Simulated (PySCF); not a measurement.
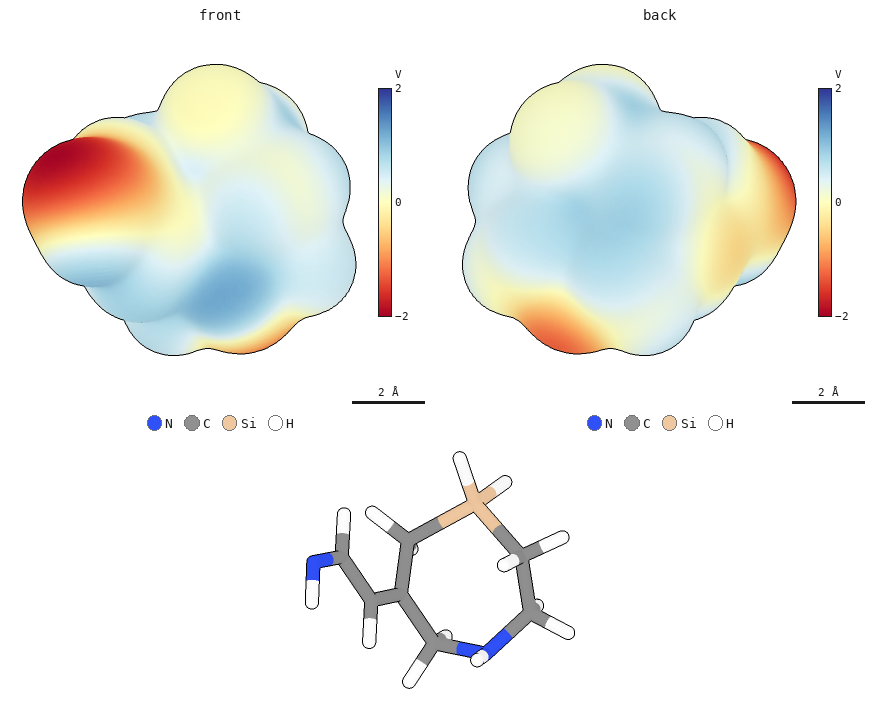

The picture shows: C7H14N2Si (SMILES [H]/N=C\C=C1\CNCC[SiH2]C1). The molecular electrostatic potential painted on the density surface at 0.001 e/bohr³, seen from the front and from behind; red is negative and blue positive. The bare structure is drawn below in the same view.

Geometry: GFN2-xTB.

All numbers below come from PBE0/pcSseg-1, SCF density, gas phase, non-relativistic in PySCF.

```xyz
24

N     3.4437    0.7834   -1.8933
C     2.5412    0.7988   -1.0058
C     1.7901   -0.3294   -0.5064
C     0.8418   -0.2976    0.4459
C     0.0549   -1.5550    0.7401
N    -0.9535   -1.8644   -0.2600
C    -2.0970   -0.9855   -0.3323
C    -1.8507    0.4089   -0.9452
Si   -1.1021    1.6963    0.2390
C     0.3966    0.9217    1.1615
H     3.6440   -0.1467   -2.2651
H     2.3076    1.7779   -0.5978
H     2.0289   -1.2839   -0.9674
H     0.7312   -2.4155    0.7814
H    -0.4559   -1.4740    1.7031
H    -0.5208   -1.9466   -1.1750
H    -2.8413   -1.5101   -0.9419
H    -2.5079   -0.8882    0.6766
H    -1.2110    0.2884   -1.8236
H    -2.8032    0.7906   -1.3160
H    -0.6382    2.8528   -0.5310
H    -2.1037    2.0864    1.2392
H     1.1965    1.6541    1.2394
H     0.0969    0.6574    2.1755
```

Where is the surface potential most negative and most positive?

The most negative region (about −1.9 V, or −44 kcal/mol for a unit charge) lies over N1, the most positive (about +1.2 V, or +28 kcal/mol for a unit charge) over H16. N1 is the likeliest acceptor of a hydrogen bond.

What dipole moment does the calculation give?

Its dipole moment is 2.79 D.
